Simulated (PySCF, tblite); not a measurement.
**C4H9Al2Cl2F: geometry, infrared bands and NMR shifts**

Aim: predict the infrared bands and NMR shifts of C4H9Al2Cl2F (`C=[CH][Al-]1([F])[Cl+][Al-]([CH3])([CH3])[Cl+]1`).

Computed with tblite 0.8.0 and PySCF 2.14.0, with density-fitted response routines of our own, on a single molecule in the gas phase. Atoms count from 0, in the outputs and in this text.

## Step 1: The molecule as given

18 atoms, charge 0, multiplicity 1; geometry from: force field or distance geometry start.

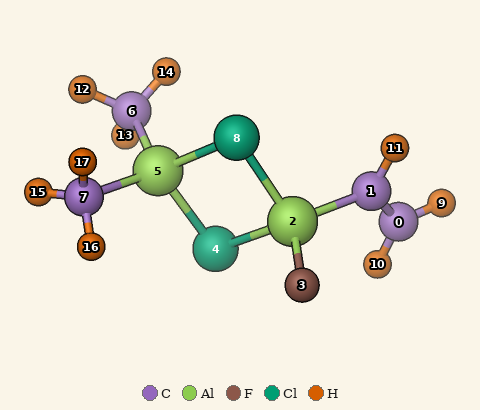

The starting geometry (carbon purple, aluminium green, fluorine brown, chlorine teal, hydrogen orange), atoms numbered.

## Step 2: Relaxing the molecule with GFN2-xTB

Job settings and geometry (Å):

```
{"job": {"kind": "relax", "xc": "GFN2-xTB", "basis": "xTB"}, "charge": 0, "multiplicity": 1}
C      3.900900     0.126200    -0.680700
C      3.060800    -0.342400     0.242900
Al     1.388900    -1.223200    -0.231700
F      1.535000    -2.944700    -0.695500
Cl     0.196200    -0.172400    -1.792500
Al    -1.361700     0.113100    -0.283600
C     -1.781700     2.048000    -0.104900
C     -3.008300    -0.987300    -0.506900
Cl    -0.128000    -0.771500     1.319200
H      4.799300     0.597600    -0.364300
H      3.689400     0.065000    -1.743700
H      3.327000    -0.253000     1.308800
H     -2.879300     2.210100     0.149300
H     -1.641300     2.613200    -1.049500
H     -1.167200     2.535400     0.674400
H     -3.838000    -0.400500    -0.905300
H     -2.798100    -1.905300    -1.128700
H     -3.302800    -1.301800     0.516500
```

On the command line:

```sh
> OMP_NUM_THREADS=1 python probes_run.py task.json out
```

The driver reads the jobs from task.json and runs them one after another.

Output:

```text
step      E/eV     max force
  0    -797.36824    2.162
  1    -797.57978    1.401
  2    -797.69857    1.369
  3    -797.73552    0.364
  4    -797.75764    0.324
  5    -797.79015    0.382
  6    -797.80264    0.328
  7    -797.82208    0.246
  8    -797.83532    0.241
  9    -797.84396    0.200
 10    -797.84936    0.155
 11    -797.85286    0.097
 12    -797.85491    0.118
 13    -797.85641    0.102
 14    -797.85826    0.118
 15    -797.86078    0.129
 16    -797.86366    0.127
 17    -797.86653    0.173
 18    -797.86969    0.189
 19    -797.87377    0.230
 20    -797.87848    0.207
 21    -797.88245    0.130
 22    -797.88486    0.123
 23    -797.88652    0.095
 24    -797.88872    0.115
 25    -797.89171    0.143
 26    -797.89482    0.145
 27    -797.89757    0.131
 28    -797.90039    0.127
 29    -797.90329    0.139
 30    -797.90617    0.118
 31    -797.90881    0.119
 32    -797.91095    0.105
 33    -797.91257    0.086
 34    -797.91386    0.080
 35    -797.91503    0.077
 36    -797.91603    0.083
 37    -797.91679    0.075
 38    -797.91735    0.048
 39    -797.91786    0.049
 40    -797.91844    0.074
 41    -797.91916    0.092
 42    -797.92004    0.080
 43    -797.92089    0.078
 44    -797.92150    0.052
 45    -797.92214    0.063
 46    -797.92292    0.081
 47    -797.92392    0.108
 48    -797.92493    0.090
 49    -797.92569    0.063
 50    -797.92622    0.060
 51    -797.92673    0.070
 52    -797.92739    0.088
 53    -797.92813    0.071
 54    -797.92878    0.056
 55    -797.92927    0.052
 56    -797.92970    0.065
 57    -797.93020    0.062
 58    -797.93086    0.058
 59    -797.93156    0.075
 60    -797.93225    0.065
 61    -797.93296    0.083
 62    -797.93374    0.064
 63    -797.93440    0.047
 64    -797.93492    0.055
 65    -797.93533    0.060
 66    -797.93584    0.061
 67    -797.93631    0.042
 68    -797.93665    0.038
 69    -797.93686    0.036
 70    -797.93706    0.032
 71    -797.93732    0.036
 72    -797.93759    0.035
 73    -797.93782    0.031
 74    -797.93804    0.035
 75    -797.93837    0.049
 76    -797.93891    0.075
 77    -797.93962    0.078
 78    -797.94028    0.056
 79    -797.94078    0.051
 80    -797.94119    0.042
 81    -797.94159    0.062
 82    -797.94206    0.045
 83    -797.94262    0.046
 84    -797.94328    0.051
 85    -797.94383    0.055
 86    -797.94452    0.051
 87    -797.94505    0.055
 88    -797.94551    0.062
 89    -797.94603    0.064
 90    -797.94675    0.058
 91    -797.94759    0.079
 92    -797.94595    0.202
 93    -797.94900    0.080
 94    -797.94961    0.059
 95    -797.95125    0.049
 96    -797.95177    0.066
 97    -797.95269    0.093
 98    -797.95354    0.074
 99    -797.95472    0.074
100    -797.95572    0.074
101    -797.95693    0.097
102    -797.95802    0.074
103    -797.95868    0.063
104    -797.95683    0.199
105    -797.95927    0.039
106    -797.95946    0.032
107    -797.96019    0.039
108    -797.96056    0.037
109    -797.96099    0.045
110    -797.96148    0.048
111    -797.96206    0.044
112    -797.96272    0.046
113    -797.96351    0.064
114    -797.96439    0.103
115    -797.94598    0.501
116    -797.96519    0.060
117    -797.96559    0.054
118    -797.96624    0.048
119    -797.96638    0.031
120    -797.96660    0.037
121    -797.96705    0.051
122    -797.96748    0.050
123    -797.96799    0.054
124    -797.96841    0.052
125    -797.96886    0.043
126    -797.96931    0.041
127    -797.96990    0.055
128    -797.97049    0.049
129    -797.97086    0.049
130    -797.97112    0.029
131    -797.97126    0.026
132    -797.97141    0.027
133    -797.97160    0.028
134    -797.97189    0.031
135    -797.97226    0.041
136    -797.97270    0.045
137    -797.97329    0.054
138    -797.97394    0.050
139    -797.97453    0.053
140    -797.97506    0.053
141    -797.97554    0.104
142    -797.97645    0.063
143    -797.97789    0.077
144    -797.97895    0.137
145    -797.97987    0.097
146    -797.98109    0.063
147    -797.98204    0.191
148    -797.98391    0.068
149    -797.98529    0.197
150    -797.98813    0.250
151    -797.99062    0.105
152    -797.99367    0.105
153    -797.99641    0.105
154    -797.98067    0.819
155    -797.99799    0.100
156    -797.99875    0.083
157    -798.00015    0.094
158    -798.00104    0.130
159    -798.00203    0.098
160    -798.00301    0.044
161    -798.00353    0.063
162    -798.00413    0.054
163    -798.00475    0.049
164    -798.00561    0.057
165    -798.00620    0.123
166    -798.00687    0.082
167    -798.00773    0.058
168    -798.00845    0.045
169    -798.00884    0.041
170    -798.00927    0.045
171    -798.00955    0.044
172    -798.00973    0.025
173    -798.00987    0.022
174    -798.00997    0.019
175    -798.01005    0.019
176    -798.01013    0.018
177    -798.01021    0.022
178    -798.01029    0.024
179    -798.01039    0.026
180    -798.01054    0.028
181    -798.01079    0.037
182    -798.01115    0.050
183    -798.01164    0.059
184    -798.01228    0.069
185    -798.01302    0.078
186    -798.01388    0.072
187    -798.01476    0.066
188    -798.01542    0.047
189    -798.01578    0.038
190    -798.01602    0.058
191    -798.01620    0.052
192    -798.01647    0.055
193    -798.01671    0.029
194    -798.01693    0.020
195    -798.01703    0.020
196    -798.01713    0.020
197    -798.01719    0.017
198    -798.01725    0.016
199    -798.01731    0.016
200    -798.01736    0.016
201    -798.01740    0.017
202    -798.01746    0.020
203    -798.01753    0.021
204    -798.01760    0.023
205    -798.01768    0.023
206    -798.01778    0.026
207    -798.01788    0.030
208    -798.01803    0.034
209    -798.01822    0.035
210    -798.01844    0.033
211    -798.01865    0.036
212    -798.01878    0.029
213    -798.01886    0.019
214    -798.01892    0.027
215    -798.01897    0.028
216    -798.01903    0.029
217    -798.01908    0.022
218    -798.01915    0.023
219    -798.01922    0.026
220    -798.01931    0.027
221    -798.01940    0.023
222    -798.01949    0.021
223    -798.01956    0.022
224    -798.01961    0.022
225    -798.01964    0.012
226    -798.01966    0.009
```

Run time: 4.7 s. Hardware: 1 thread of Arm Neoverse N1, shared host; peak memory 0.18 GiB.

Along the way: (not every step is listed)

| step | energy from step 0 (eV) | largest force (eV/Å) |
| --- | --- | --- |
| 0 | 0.0000 | 2.1620 |
| 1 | -0.2115 | 1.4011 |
| 2 | -0.3303 | 1.3688 |
| 3 | -0.3673 | 0.3636 |
| 4 | -0.3894 | 0.3236 |
| 5 | -0.4219 | 0.3822 |
| 6 | -0.4344 | 0.3285 |
| 7 | -0.4538 | 0.2459 |
| 8 | -0.4671 | 0.2412 |
| 29 | -0.5350 | 0.1393 |
| 50 | -0.5580 | 0.0604 |
| 71 | -0.5691 | 0.0358 |
| 92 | -0.5777 | 0.2017 |
| 113 | -0.5953 | 0.0640 |
| 134 | -0.6037 | 0.0313 |
| 155 | -0.6297 | 0.0996 |
| 176 | -0.6419 | 0.0175 |
| 197 | -0.6490 | 0.0170 |
| 218 | -0.6509 | 0.0227 |
| 221 | -0.6512 | 0.0234 |
| 222 | -0.6513 | 0.0206 |
| 223 | -0.6513 | 0.0219 |
| 224 | -0.6514 | 0.0216 |
| 225 | -0.6514 | 0.0118 |
| 226 | -0.6514 | 0.0090 |

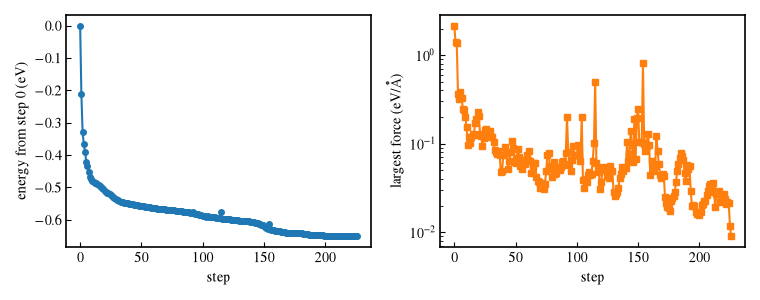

Energy and largest force along the relaxation.

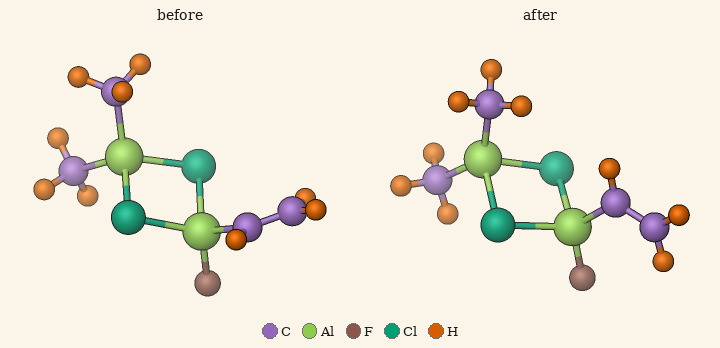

Before and after, at one scale.

Close pairs (by a distance rule), those that changed most:

| bond | before (Å) | after (Å) | change (Å) |
| --- | --- | --- | --- |
| Al2–F3 | 1.789 | 1.653 | -0.136 |
| Cl4–Al5 | 2.188 | 2.244 | +0.057 |
| C6–H12 | 1.138 | 1.094 | -0.044 |
| Al2–Cl4 | 2.228 | 2.192 | -0.035 |
| Al5–Cl8 | 2.208 | 2.243 | +0.035 |
| C7–H16 | 1.129 | 1.097 | -0.031 |
| Al2–Cl8 | 2.216 | 2.194 | -0.022 |
| C0–H9 | 1.063 | 1.082 | +0.020 |

The next job starts from the end point, and lists it.

## Step 3: Infrared spectrum with GFN2-xTB

Job settings and geometry (Å):

```
{"job": {"kind": "ir", "xc": "GFN2-xTB", "basis": "xTB"}, "charge": 0, "multiplicity": 1}
C      3.980034    -0.060081    -0.299770
C      2.689493     0.264043    -0.262162
Al     1.284540    -1.083719    -0.549092
F      1.613015    -2.667299    -0.891357
Cl    -0.203730    -0.289043    -1.948985
Al    -1.638098     0.097812    -0.267058
C     -1.423649     2.024317     0.165048
C     -3.129570    -1.179101    -0.548408
Cl    -0.188209    -0.965852     1.073281
H      4.779837     0.652849    -0.146422
H      4.293180    -1.075883    -0.491113
H      2.466172     1.312990    -0.063111
H     -1.887972     2.284103     1.121303
H     -1.901790     2.668393    -0.579510
H     -0.380029     2.355563     0.231260
H     -3.791160    -0.867606    -1.362886
H     -2.800384    -2.197217    -0.791810
H     -3.770437    -1.267950     0.334377
```

Output:

```text
mode    cm-1     km/mol
  1      29.5      0.14
  2      40.7      0.01
  3      50.5      0.00
  4      63.5      0.21
  5      69.1      2.48
  6      74.2      0.80
  7      98.0      3.04
  8     111.1      0.17
  9     129.5     10.07
 10     136.8      0.08
 11     150.4      4.19
 12     153.0      6.17
 13     171.6      9.14
 14     238.0      5.00
 15     255.6      3.69
 16     309.0     71.54
 17     317.0     40.78
 18     371.9     95.49
 19     422.1     65.28
 20     516.7      0.06
 21     530.9      2.18
 22     535.3     17.55
 23     582.0    125.64
 24     606.3    264.16
 25     625.2    240.04
 26     714.1    128.45
 27     788.5    134.70
 28     927.7     14.33
 29     986.0      8.60
 30    1047.8     10.07
 31    1264.8      1.48
 32    1328.8     36.00
 33    1331.5     16.19
 34    1415.1      1.26
 35    1445.4      0.00
 36    1450.9      0.60
 37    1459.2      0.17
 38    1462.0      0.98
 39    1632.7     28.63
 40    2910.0     34.14
 41    2913.4     44.87
 42    2933.5      3.29
 43    2938.8     56.87
 44    2943.7     38.07
 45    2949.4      6.16
 46    2951.7      6.82
 47    3038.9     62.10
 48    3070.3     35.00
```

It took 1.9 s on 1 thread of Arm Neoverse N1, shared host; peak memory 0.18 GiB.

The strongest bands and the atoms that carry them (share of the mass-weighted mode):

| cm⁻¹ | km/mol | atoms |
| --- | --- | --- |
| 309 | 71.5 | Al5 31 %, Cl4 28 %, Cl8 27 % |
| 372 | 95.5 | Al2 38 %, Cl4 16 %, Cl8 14 %, C1 13 % |
| 422 | 65.3 | C1 31 %, H9 25 %, H10 15 %, Al2 11 % |
| 582 | 125.6 | C1 37 %, Al2 29 %, F3 12 % |
| 606 | 264.2 | H12 16 %, H13 16 %, H17 15 %, H15 15 % |
| 625 | 240.0 | Al5 15 %, H16 13 %, H14 13 %, C7 12 % |
| 714 | 128.4 | Al5 49 %, C7 19 %, C6 18 % |
| 788 | 134.7 | Al2 48 %, F3 45 % |

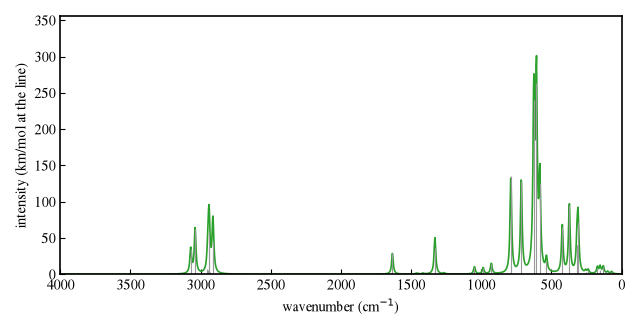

The infrared spectrum from these modes, unscaled. Lines are broadened to a width of 14 cm⁻¹ (Lorentzian).

## Step 4: NMR shieldings: PBE0/pcSseg-1

Same as in step 3 but for these lines:

```diff
@@ -1,2 +1,2 @@
-{"job": {"kind": "ir", "xc": "GFN2-xTB", "basis": "xTB"}, "charge": 0, "multiplicity": 1}
+{"job": {"kind": "nmr", "xc": "PBE0", "basis": "pcSseg-1"}, "charge": 0, "multiplicity": 1}
 C      3.980034    -0.060081    -0.299770
```

Level: GIAO PBE0/pcSseg-1 NMR shielding, non-relativistic, gas phase.

Output:

```text
coarse grid: 17512 points
cycle   1  E = -1662.0829850519  dE =  6.517e-01  |g| = 8.244e-01  |ddm| = 3.869e+00
cycle   2  E = -1661.9733937118  dE =  1.096e-01  |g| = 1.173e+00  |ddm| = 1.558e+00
cycle   3  E = -1662.2250532024  dE = -2.517e-01  |g| = 1.349e-01  |ddm| = 9.520e-01
cycle   4  E = -1662.2283658848  dE = -3.313e-03  |g| = 3.043e-02  |ddm| = 1.212e-01
cycle   5  E = -1662.2285281793  dE = -1.623e-04  |g| = 1.162e-02  |ddm| = 2.889e-02
cycle   6  E = -1662.2285584239  dE = -3.024e-05  |g| = 3.030e-03  |ddm| = 1.142e-02
cycle   7  E = -1662.2285603188  dE = -1.895e-06  |g| = 1.442e-03  |ddm| = 3.409e-03
final grid: 152056 points
cycle   8  E = -1662.2848865411  dE = -4.594e-05  |g| = 9.054e-03  |ddm| = 2.329e-02
cycle   9  E = -1662.2848783524  dE =  8.189e-06  |g| = 1.046e-02  |ddm| = 1.499e-02
cycle  10  E = -1662.2849058836  dE = -2.753e-05  |g| = 1.192e-03  |ddm| = 8.449e-03
cycle  11  E = -1662.2849061298  dE = -2.462e-07  |g| = 5.068e-04  |ddm| = 1.252e-03
cycle  12  E = -1662.2849061939  dE = -6.414e-08  |g| = 8.466e-05  |ddm| = 3.994e-04
cycle  13  E = -1662.2849061953  dE = -1.312e-09  |g| = 3.366e-05  |ddm| = 8.256e-05
cycle  14  E = -1662.2849061954  dE = -1.696e-10  |g| = 8.388e-06  |ddm| = 2.728e-05
converged SCF energy = -1662.2849061954

GIAO shielding tensors (ppm)
atom      isotropic    diamagn.    paramagn.     s11        s22        s33       span
  0 C       37.422     250.585    -213.163    -93.607     41.745    164.127    257.734
  1 C       39.954     260.164    -220.209    -81.823     32.236    169.450    251.273
  2 Al     473.440     797.698    -324.258    413.753    457.043    549.526    135.773
  3 F      348.508     469.230    -120.722    285.404    346.860    413.260    127.856
  4 Cl     879.672    1153.999    -274.328    807.009    896.647    935.360    128.351
  5 Al     394.548     799.108    -404.560    308.322    324.548    550.775    242.453
  6 C      191.679     252.307     -60.628    185.489    191.861    197.688     12.199
  7 C      191.452     250.228     -58.776    186.017    189.804    198.535     12.518
  8 Cl     879.684    1155.057    -275.372    806.662    897.104    935.287    128.626
  9 H       25.036      27.635      -2.599     21.584     24.272     29.252      7.668
 10 H       25.397      29.353      -3.956     21.209     23.886     31.095      9.887
 11 H       25.291      33.429      -8.138     21.731     24.491     29.651      7.920
 12 H       31.747      30.152       1.595     27.227     28.344     39.669     12.442
 13 H       31.744      29.513       2.231     27.225     28.327     39.680     12.455
 14 H       31.555      33.090      -1.535     26.283     30.700     37.684     11.401
 15 H       31.771      28.143       3.629     27.148     28.415     39.750     12.602
 16 H       31.436      30.291       1.145     26.469     30.411     37.429     10.960
 17 H       31.770      28.768       3.002     27.145     28.430     39.735     12.590
```

Run time: 80 s. Hardware: 1 thread of Arm Neoverse N1, shared host; peak memory 0.95 GiB.

The references, computed at this level on geometries of the same kind, shield at (ppm): 1H TMS 31.72, 13C TMS 186.9, 19F CFCl3 170.9, 27Al AlH4- 490.0, 35Cl HCl 950. Their shielding less the atom's gives the shift. The references are single molecules in the gas phase, so shifts against H2O, NH3, PH3, H3PO4 or CFCl3 are not on the usual liquid scales and can be off by tens of ppm. Shifts against hydride references such as AlH4− lie on their own scale. Atoms listed in one row are averaged.

| atoms | environment | σ (ppm) | δ (ppm) |
| --- | --- | --- | --- |
| C0 | terminal =CH2 carbon | 37.4 | 149.5 |
| C1 | alkene CH | 40.0 | 147.0 |
| C7 | methyl carbon bonded to Al | 191.5 | -4.5 |
| C6 | methyl carbon bonded to Al | 191.7 | -4.8 |
| H9 | hydrogen on a terminal =CH2 carbon | 25.04 | 6.68 |
| H11 | hydrogen on an alkene CH | 25.29 | 6.43 |
| H10 | hydrogen on a terminal =CH2 carbon | 25.40 | 6.32 |
| H15, H16, H17 | hydrogen on a methyl carbon bonded to Al | 31.66 | 0.06 |
| H12, H13, H14 | hydrogen on a methyl carbon bonded to Al | 31.68 | 0.03 |
| Al5 | aluminium bonded to 2 C, 2 Cl, in a 4-membered ring | 394.5 | 95.4 |
| Al2 | aluminium bonded to C, 2 Cl, F, in a 4-membered ring | 473.4 | 16.5 |
| F3 | fluorine bonded to Al | 348.5 | -177.6 |
| Cl4, Cl8 | chlorine bonded to 2 Al, in a 4-membered ring | 880 | 70 |

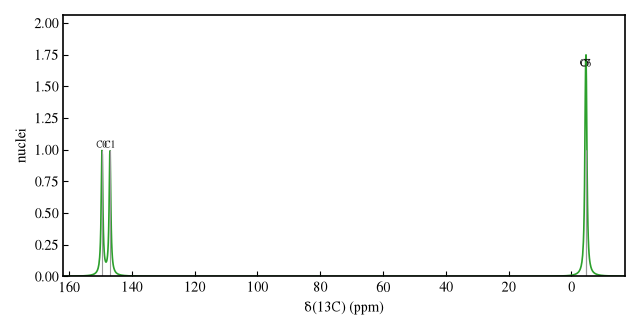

13C lines at the computed shifts, without couplings. Lines are broadened to a width of 0.62 ppm (Lorentzian).

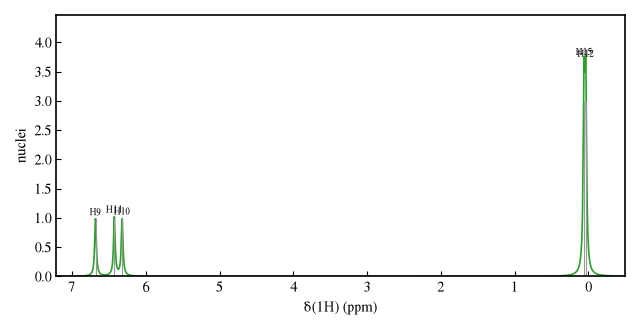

1H lines at the computed shifts, without couplings. Lines are broadened to a width of 0.03 ppm (Lorentzian).

The run also stored atomic charges by several schemes (e):

| atoms | Mulliken | IAO | Hirshfeld | ESP fit |
| --- | --- | --- | --- | --- |
| C0 | -0.16 | -0.26 | -0.09 | -0.20 |
| C1 | -0.52 | -0.51 | -0.21 | -0.56 |
| Al2 | 1.12 | 1.10 | 0.46 | 0.97 |
| F3 | -0.49 | -0.57 | -0.31 | -0.45 |
| Cl4, Cl8 | -0.35 | -0.23 | -0.03 | -0.26 |
| Al5 | 0.96 | 0.92 | 0.45 | 0.94 |
| C6 | -0.71 | -0.79 | -0.28 | -0.91 |
| C7 | -0.70 | -0.79 | -0.28 | -0.81 |

IAO charges:

C0 -0.26; C1 -0.51; Al2 1.10; F3 -0.57; Cl4 -0.23; Al5 0.92; C6 -0.79; C7 -0.79; Cl8 -0.23; H9 0.15; H10 0.14; H11 0.15; H12 0.15; H13 0.15; H14 0.15; H15 0.15; H16 0.16; H17 0.15

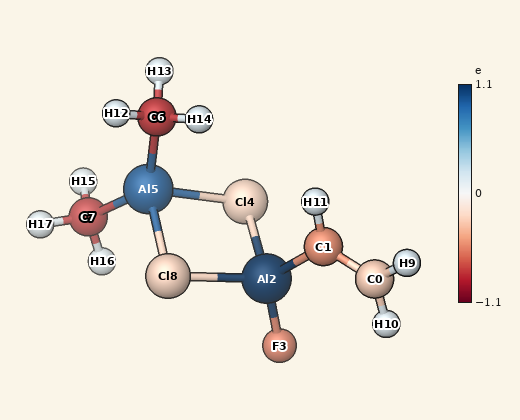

IAO charges, as colours on the atoms.

Mayer bond orders: C0–C1 1.98, C1–Al2 0.87, Al2–F3 0.91, Al2–Cl4 0.54, Cl4–Al5 0.50, Al5–C6 0.92, Al5–C7 0.93, Al5–Cl8 0.50, Cl8–Al2 0.54.

## Step 5: What came out

| quantity | value |
| --- | --- |
| strongest single infrared mode (GFN2-xTB) | 606 cm⁻¹, 264 km/mol |
| zero-point energy (GFN2-xTB) | 72.2 kcal/mol |
| 13C shifts against TMS (PBE0/pcSseg-1) | 149.5, 147.0, -4.5, -4.8 ppm |
| 1H shifts against TMS (PBE0/pcSseg-1, means over atoms taken as alike) | 6.68, 6.43, 6.32, 0.06, 0.03 ppm |
| 27Al shifts against AlH4- (PBE0/pcSseg-1) | 95.4, 16.5 ppm |
| 19F shifts against CFCl3 (PBE0/pcSseg-1) | -177.6 ppm |
| 35Cl shifts against HCl (PBE0/pcSseg-1, means over atoms taken as alike) | 70 ppm |

In words: Relaxing lowered the energy by 0.651 eV in 226 steps; the close pair that moved most is Al2–F3, from 1.789 to 1.653 Å. No mode is imaginary among the 48: a minimum at this level. The strongest single mode, at 606 cm⁻¹, has its largest shares on H12, H13, H17 and H15 (the list is cut at 4 atoms). GFN2-xTB is a fitted tight-binding method: band positions and strengths are rough. Its intensities can rank the bands wrongly. C0 (terminal =CH2 carbon) lies farthest downfield among carbon, at 149.5 ppm; as expected for a trigonal carbon in a double bond.
